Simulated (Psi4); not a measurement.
**Interaction calculation, with input and output: GeH₃O₂ (charge +1) (part 2 of 2)**

Continued. System: GeH₃O₂, charge +1, SMILES [O]=[Ge].[OH3+]. Method: HF/def2-TZVP, RHF (Psi4 1.11). 

Geometry of the input (Å):
```
O  0.0000  0.0000  -0.7882
Ge 0.0000  0.0000  0.7882
O  -2.0932  1.3858  -1.9648
H  -1.2478  1.2363  -2.4444
H  -2.2292  2.3345  -1.7441
H  -2.1751  0.8078  -1.1731
```

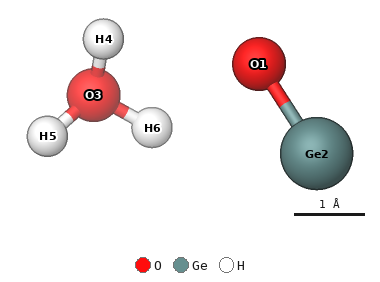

Figure 1. The structure as given in the input (ball-and-stick view, seen at a tilt; atoms are numbered from 1 in the order of the input). Sticks mark near contacts.

### What the program printed, continued
```
    J tasked:                   Yes
    K tasked:                   Yes
    wK tasked:                   No
    Memory [MiB]:              1144
    Algorithm:                 Core
    Schwarz Cutoff:           1E-12
    Mask sparsity (%):       5.8472
    Fitting Condition:        1E-10

   => Auxiliary Basis Set <=

  Basis Set: (DEF2-TZVP AUX)
    Blend: DEF2-UNIVERSAL-JKFIT
    Number of shells: 128
    Number of basis functions: 474
    Number of Cartesian functions: 617
    Spherical Harmonics?: true
    Max angular momentum: 5

  Minimum eigenvalue in the overlap matrix is 4.1112515144E-03.
  Reciprocal condition number of the overlap matrix is 6.7781625812E-04.
    Using symmetric orthogonalization.

  ==> Pre-Iterations <==

  SCF Guess: Superposition of Atomic Densities via on-the-fly atomic UHF (no occupation information).

   -------------------------
    Irrep   Nso     Nmo
   -------------------------
     A        128     128
   -------------------------
    Total     128     128
   -------------------------

  ==> Iterations <==

                           Total Energy        Delta E     RMS |[F,P]|

   @DF-RHF iter SAD: -2222.01958423372844   -2.22202e+03   0.00000e+00
   @DF-RHF iter   1: -2225.59373855593412   -3.57415e+00   2.04335e-02 ADIIS/DIIS
   @DF-RHF iter   2: -2226.05660473017588   -4.62866e-01   1.70108e-02 ADIIS/DIIS
   @DF-RHF iter   3: -2226.61974818689259   -5.63143e-01   1.01383e-03 ADIIS/DIIS
   @DF-RHF iter   4: -2226.62282523956264   -3.07705e-03   4.67198e-04 ADIIS/DIIS
   @DF-RHF iter   5: -2226.62406158463500   -1.23635e-03   8.63342e-05 DIIS
   @DF-RHF iter   6: -2226.62411772445876   -5.61398e-05   1.96714e-05 DIIS
   @DF-RHF iter   7: -2226.62412087505254   -3.15059e-06   6.07469e-06 DIIS
   @DF-RHF iter   8: -2226.62412142658422   -5.51532e-07   1.93155e-06 DIIS
   @DF-RHF iter   9: -2226.62412155425227   -1.27668e-07   7.84580e-07 DIIS
  Energy and wave function converged.

  ==> Post-Iterations <==

    Final Occupation by Irrep:
              A
    DOCC [    25 ]
    NA   [    25 ]
    NB   [    25 ]

  @DF-RHF Final Energy: -2226.62412155425227

   => Energetics <=

    Nuclear Repulsion Energy =            167.5096213607701543
    One-Electron Energy =               -3428.2524062215106824
    Two-Electron Energy =                1034.1186633064883154
    Total Energy =                      -2226.6241215542522696

Computation Completed

Properties will be evaluated at   0.000000,   0.000000,   0.000000 [a0]

Properties computed using the SCF density matrix

 Multipole Moments:

 ------------------------------------------------------------------------------------
     Multipole            Electronic (a.u.)      Nuclear  (a.u.)        Total (a.u.)
 ------------------------------------------------------------------------------------

 L = 1.  Multiply by 2.5417464519 to convert [e a0] to [Debye]
 Dipole X            :         39.3849467          -42.3249141           -2.9399675
 Dipole Y            :        -26.6826161           29.2253326            2.5427165
 Dipole Z            :          2.9052051           -4.0858713           -1.1806663
 Magnitude           :                                                    4.0623625

 ------------------------------------------------------------------------------------

	total time  =          1 seconds =       0.02 minutes

    Psi4 run time: 0:00:00.85

    -----------------------------------------------------------------------
                               Psi4 1.11 release

    h
    h
    h

    -----------------------------------------------------------------------

    Memory:     1.5 GiB
    Threads:    1
                ecpint, einsums, f̶o̶r̶t̶e̶, gauxc, gcp, g̶d̶m̶a̶, geometric, g̶p̶u̶_̶d̶f̶c̶c̶,
                i̶n̶t̶e̶g̶r̶a̶t̶o̶r̶x̶x̶, i̶p̶i̶, libefp, m̶d̶i̶, m̶p̶2̶d̶, m̶r̶c̶c̶, ooo,
                o̶p̶e̶n̶f̶e̶r̶m̶i̶o̶n̶p̶s̶i̶4̶, pcmsolver, p̶s̶i̶4̶f̶o̶c̶k̶c̶i̶, p̶s̶i̶x̶a̶s̶,
                p̶y̶e̶i̶n̶s̶u̶m̶s̶, r̶e̶s̶p̶, s̶i̶m̶i̶n̶t̶, s̶n̶s̶m̶p̶2̶,
                v̶2̶r̶d̶m̶_̶c̶a̶s̶s̶c̶f̶

  ==> Geometry <==

    Molecular point group: c1
    Full point group: C1

    Geometry (in Bohr), charge = 0, multiplicity = 1:

       Center              X                  Y                   Z               Mass
    ------------   -----------------  -----------------  -----------------  -----------------
         O            0.000000000000     0.000000000000    -1.489557721131    15.994914619570
         GE           0.000000000000     0.000000000000     1.489557721131    73.921177761000
      Gh(O)          -3.955499136763     2.618858053704    -3.712914994038    15.994914619570
      Gh(H)          -2.357981362085     2.336325100687    -4.619246541069     1.007825032230
      Gh(H)          -4.212615273393     4.411584537143    -3.295852438150     1.007825032230
      Gh(H)          -4.110324398222     1.526558558667    -2.216837717775     1.007825032230

  Running in c1 symmetry.

  Rotational constants: A =      0.51177  B =      0.07809  C =      0.06824 [cm^-1]
  Rotational constants: A =  15342.41240  B =   2341.09818  C =   2045.80557 [MHz]
  Nuclear repulsion =   85.931547454784109

  Charge       = 0
  Multiplicity = 1
  Electrons    = 40
  Nalpha       = 20
  Nbeta        = 20

  ==> Iterations <==

                           Total Energy        Delta E     RMS |[F,P]|

   @DF-RHF iter SAD: -2145.63430563723887   -2.14563e+03   0.00000e+00
   @DF-RHF iter   1: -2149.27194449581566   -3.63764e+00   2.02840e-02 ADIIS/DIIS
   @DF-RHF iter   2: -2149.69232567617428   -4.20381e-01   1.70147e-02 ADIIS/DIIS
   @DF-RHF iter   3: -2150.24953373577182   -5.57208e-01   9.14279e-04 ADIIS/DIIS
   @DF-RHF iter   4: -2150.25156087395999   -2.02714e-03   4.94461e-04 ADIIS/DIIS
   @DF-RHF iter   5: -2150.25298530242753   -1.42443e-03   6.77753e-05 DIIS
   @DF-RHF iter   6: -2150.25301589355286   -3.05911e-05   7.97942e-06 DIIS
   @DF-RHF iter   7: -2150.25301658419858   -6.90646e-07   1.56513e-06 DIIS
   @DF-RHF iter   8: -2150.25301665022198   -6.60234e-08   4.87393e-07 DIIS
  Energy and wave function converged.

  ==> Post-Iterations <==

    Final Occupation by Irrep:
              A
    DOCC [    20 ]
    NA   [    20 ]
    NB   [    20 ]

  @DF-RHF Final Energy: -2150.25301665022198

   => Energetics <=

    Nuclear Repulsion Energy =             85.9315474547841092
    One-Electron Energy =               -3170.4941129448538959
    Two-Electron Energy =                 934.3095488398474799
    Total Energy =                      -2150.2530166502219799

Computation Completed

Properties will be evaluated at   0.000000,   0.000000,   0.000000 [a0]

Properties computed using the SCF density matrix

 Multipole Moments:

 ------------------------------------------------------------------------------------
     Multipole            Electronic (a.u.)      Nuclear  (a.u.)        Total (a.u.)
 ------------------------------------------------------------------------------------

 L = 1.  Multiply by 2.5417464519 to convert [e a0] to [Debye]
 Dipole X            :          0.0080849            0.0000000            0.0080849
 Dipole Y            :         -0.0049896            0.0000000           -0.0049896
 Dipole Z            :        -34.2127780           35.7493853            1.5366073
 Magnitude           :                                                    1.5366366

 ------------------------------------------------------------------------------------

	total time  =          1 seconds =       0.02 minutes

    Psi4 run time: 0:00:00.82

    -----------------------------------------------------------------------
                               Psi4 1.11 release

    h
    h
    h

    -----------------------------------------------------------------------

    Memory:     1.5 GiB
    Threads:    1
                ecpint, einsums, f̶o̶r̶t̶e̶, gauxc, gcp, g̶d̶m̶a̶, geometric, g̶p̶u̶_̶d̶f̶c̶c̶,
                i̶n̶t̶e̶g̶r̶a̶t̶o̶r̶x̶x̶, i̶p̶i̶, libefp, m̶d̶i̶, m̶p̶2̶d̶, m̶r̶c̶c̶, ooo,
                o̶p̶e̶n̶f̶e̶r̶m̶i̶o̶n̶p̶s̶i̶4̶, pcmsolver, p̶s̶i̶4̶f̶o̶c̶k̶c̶i̶, p̶s̶i̶x̶a̶s̶,
                p̶y̶e̶i̶n̶s̶u̶m̶s̶, r̶e̶s̶p̶, s̶i̶m̶i̶n̶t̶, s̶n̶s̶m̶p̶2̶,
                v̶2̶r̶d̶m̶_̶c̶a̶s̶s̶c̶f̶

  ==> Geometry <==

    Molecular point group: c1
    Full point group: C1

    Geometry (in Bohr), charge = 1, multiplicity = 1:

       Center              X                  Y                   Z               Mass
    ------------   -----------------  -----------------  -----------------  -----------------
      Gh(O)           0.000000000000     0.000000000000    -1.489557721131    15.994914619570
      Gh(GE)          0.000000000000     0.000000000000     1.489557721131    73.921177761000
         O           -3.955499136763     2.618858053704    -3.712914994038    15.994914619570
         H           -2.357981362085     2.336325100687    -4.619246541069     1.007825032230
         H           -4.212615273393     4.411584537143    -3.295852438150     1.007825032230
         H           -4.110324398222     1.526558558667    -2.216837717775     1.007825032230

  Running in c1 symmetry.

  Rotational constants: A =      0.51177  B =      0.07809  C =      0.06824 [cm^-1]
  Rotational constants: A =  15342.41240  B =   2341.09818  C =   2045.80557 [MHz]
  Nuclear repulsion =   13.886754627839117

  Charge       = 1
  Multiplicity = 1
  Electrons    = 10
  Nalpha       = 5
  Nbeta        = 5

  ==> Iterations <==

                           Total Energy        Delta E     RMS |[F,P]|

   @DF-RHF iter SAD:   -76.32380829961176   -7.63238e+01   0.00000e+00
   @DF-RHF iter   1:   -76.29748383628117    2.63245e-02   2.27927e-03 ADIIS/DIIS
   @DF-RHF iter   2:   -76.33362534422535   -3.61415e-02   8.93117e-04 ADIIS/DIIS
   @DF-RHF iter   3:   -76.33792944712242   -4.30410e-03   2.55758e-04 ADIIS/DIIS
   @DF-RHF iter   4:   -76.33848464477344   -5.55198e-04   4.59352e-05 DIIS
   @DF-RHF iter   5:   -76.33850280513124   -1.81604e-05   8.43957e-06 DIIS
   @DF-RHF iter   6:   -76.33850387035170   -1.06522e-06   1.17202e-06 DIIS
   @DF-RHF iter   7:   -76.33850389365674   -2.33050e-08   1.74333e-07 DIIS
  Energy and wave function converged.

  ==> Post-Iterations <==

    Orbital Energies [Eh]
    ---------------------

    Doubly Occupied:

       1A    -21.001210     2A     -1.795775     3A     -1.129645
       4A     -1.129507     5A     -0.952674

    Virtual:

       6A     -0.155453     7A     -0.068137     8A     -0.060176
       9A     -0.010284    10A      0.037871    11A      0.052540
      12A      0.089523    13A      0.162503    14A      0.177169
      15A      0.211314    16A      0.248843    17A      0.264546
      18A      0.268694    19A      0.278113    20A      0.313248
      21A      0.324682    22A      0.381020    23A      0.408965
      24A      0.423412    25A      0.428078    26A      0.464937
      27A      0.471771    28A      0.562316    29A      0.582673
      30A      0.763872    31A      0.777877    32A      0.949675
      33A      1.006652    34A      1.030531    35A      1.153965
      36A      1.202408    37A      1.223803    38A      1.231814
      39A      1.264682    40A      1.380472    41A      1.401842
      42A      1.428432    43A      1.444578    44A      1.465260
      45A      1.468457    46A      1.482201    47A      1.493168
      48A      1.519147    49A      1.577966    50A      1.591560
      51A      1.664964    52A      1.726457    53A      1.771773
      54A      1.808702    55A      1.828074    56A      1.864925
      57A      2.083936    58A      2.132984    59A      2.155665
      60A      2.178504    61A      2.196425    62A      2.263439
      63A      2.466831    64A      2.477101    65A      2.536481
      66A      2.594078    67A      2.618720    68A      2.673784
      69A      2.715665    70A      2.719171    71A      2.789034
      72A      3.094130    73A      3.361958    74A      3.365113
      75A      3.378142    76A      3.399386    77A      3.506533
      78A      3.617436    79A      3.621313    80A      3.645065
      81A      3.943588    82A      3.955261    83A      3.985718
      84A      4.329241    85A      5.321647    86A      5.502371
      87A      5.505310    88A      5.604457    89A      5.964883
      90A      5.968247    91A      6.229537    92A      6.231519
      93A      6.315849    94A      6.316863    95A      6.352414
      96A      6.472869    97A      6.477654    98A      6.533184
      99A      6.554748   100A      6.603872   101A      7.004994
     102A      7.074281   103A      7.078619   104A      8.635535
     105A      8.699103   106A      9.104031   107A      9.215342
     108A      9.232644   109A      9.546033   110A      9.550458
     111A      9.752660   112A     10.554715   113A     14.460978
     114A     14.478309   115A     14.898091   116A     18.855062
     117A     21.472545   118A     21.476922   119A     21.531864
     120A     21.558250   121A     21.887851   122A     39.947465
     123A     44.606045   124A    119.518089   125A    119.542291
     126A    120.089387   127A    126.163240   128A    593.441431

    Final Occupation by Irrep:
              A
    DOCC [     5 ]
    NA   [     5 ]
    NB   [     5 ]

  @DF-RHF Final Energy:   -76.33850389365674

   => Energetics <=

    Nuclear Repulsion Energy =             13.8867546278391174
    One-Electron Energy =                -128.4328912086348566
    Two-Electron Energy =                  38.2076326871390108
    Total Energy =                        -76.3385038936567355

Computation Completed

Properties will be evaluated at   0.000000,   0.000000,   0.000000 [a0]

Properties computed using the SCF density matrix

 Multipole Moments:

 ------------------------------------------------------------------------------------
     Multipole            Electronic (a.u.)      Nuclear  (a.u.)        Total (a.u.)
 ------------------------------------------------------------------------------------

 L = 1.  Multiply by 2.5417464519 to convert [e a0] to [Debye]
 Dipole X            :         38.9405559          -42.3249141           -3.3843583
 Dipole Y            :        -26.4026914           29.2253326            2.8226413
 Dipole Z            :         36.6080489          -39.8352566           -3.2272078
 Magnitude           :                                                    5.4622390

 ------------------------------------------------------------------------------------

	total time  =          1 seconds =       0.02 minutes

    Psi4 run time: 0:00:00.64

  //>>>>>>>>>>>>>>>>>>>>>>>>>>>>>>>>>>>//
  //          ManyBody Results         //
  //<<<<<<<<<<<<<<<<<<<<<<<<<<<<<<<<<<<//

   ==> N-Body: Valiron-Mayer Function Counterpoise (VMFC) energies <==

              MC n-Body  Total Energy            Interaction Energy                          N-body Contribution to Interaction Energy
                         [Eh]                    [Eh]                  [kcal/mol]            [Eh]                  [kcal/mol]
              §A  1    -2226.591144797088        0.000000000000        0.000000000000        0.000000000000        0.000000000000
     FULL/RTN §A  2    -2226.623745807462       -0.032601010374      -20.457442864143       -0.032601010374      -20.457442864143

   MC Legend: §A: "(auto)"

   ==> N-Body: Non-Counterpoise Corrected (NoCP) energies <==

              MC n-Body  Total Energy            Interaction Energy                          N-body Contribution to Interaction Energy
                         [Eh]                    [Eh]                  [kcal/mol]            [Eh]                  [kcal/mol]
              §A  1    -2226.591144797088        0.000000000000        0.000000000000        0.000000000000        0.000000000000
     FULL/RTN §A  2    -2226.624121554252       -0.032976757164      -20.693227535063       -0.032976757164      -20.693227535063

   MC Legend: §A: "(auto)"

   ==> N-Body: Counterpoise Corrected (CP) energies <==

              MC n-Body  Total Energy            Interaction Energy                          N-body Contribution to Interaction Energy
                         [Eh]                    [Eh]                  [kcal/mol]            [Eh]                  [kcal/mol]
              §A  1    -2226.591144797088        0.000000000000        0.000000000000        0.000000000000        0.000000000000
     FULL/RTN §A  2    -2226.623745807462       -0.032601010374      -20.457442864143       -0.032601010374      -20.457442864143

   MC Legend: §A: "(auto)"

[set-up sections that repeat, and orbital energies of the middle runs, are left out above]
```

### Standard output
```
hf/def2-TZVP energy: -0.0326010104 Eh
CALCINFO NATOM                                      6.0000000000
CALCINFO NFR                                        2.0000000000
CALCINFO NMC                                        1.0000000000
CP-CORRECTED 2-BODY CONTRIBUTION TO ENERGY         -0.0326010104
CP-CORRECTED INTERACTION ENERGY                    -0.0326010104
CP-CORRECTED INTERACTION ENERGY THROUGH 1-BODY       0.0000000000
CP-CORRECTED INTERACTION ENERGY THROUGH 2-BODY      -0.0326010104
CP-CORRECTED TOTAL ENERGY                       -2226.6237458075
CP-CORRECTED TOTAL ENERGY THROUGH 1-BODY        -2226.5911447971
CP-CORRECTED TOTAL ENERGY THROUGH 2-BODY        -2226.6237458075
CURRENT ENERGY                                     -0.0326010104
N-BODY (1)@(1) TOTAL ENERGY                     -2150.2527018796
N-BODY (1)@(1, 2) TOTAL ENERGY                  -2150.2530166502
N-BODY (1, 2)@(1, 2) TOTAL ENERGY               -2226.6241215543
N-BODY (2)@(1, 2) TOTAL ENERGY                    -76.3385038937
N-BODY (2)@(2) TOTAL ENERGY                       -76.3384429175
NBODY NUMBER                                        5.0000000000
NOCP-CORRECTED 2-BODY CONTRIBUTION TO ENERGY       -0.0329767572
NOCP-CORRECTED INTERACTION ENERGY                  -0.0329767572
NOCP-CORRECTED INTERACTION ENERGY THROUGH 1-BODY       0.0000000000
NOCP-CORRECTED INTERACTION ENERGY THROUGH 2-BODY      -0.0329767572
NOCP-CORRECTED TOTAL ENERGY                     -2226.6241215543
NOCP-CORRECTED TOTAL ENERGY THROUGH 1-BODY      -2226.5911447971
NOCP-CORRECTED TOTAL ENERGY THROUGH 2-BODY      -2226.6241215543
NUCLEAR REPULSION ENERGY                          167.5096213608
VMFC-CORRECTED 2-BODY CONTRIBUTION TO ENERGY       -0.0326010104
VMFC-CORRECTED INTERACTION ENERGY                  -0.0326010104
VMFC-CORRECTED INTERACTION ENERGY THROUGH 1-BODY       0.0000000000
VMFC-CORRECTED INTERACTION ENERGY THROUGH 2-BODY      -0.0326010104
VMFC-CORRECTED TOTAL ENERGY                     -2226.6237458075
VMFC-CORRECTED TOTAL ENERGY THROUGH 1-BODY      -2226.5911447971
VMFC-CORRECTED TOTAL ENERGY THROUGH 2-BODY      -2226.6237458075
```

### Key numbers

| quantity | value |
| --- | --- |
| outcome | converged |
| hardware | 1 thread of Intel Xeon (Granite Rapids), 64 GiB of memory available, shared host |
| wall time | 5.7 s |
| peak memory | 0.34 GiB |
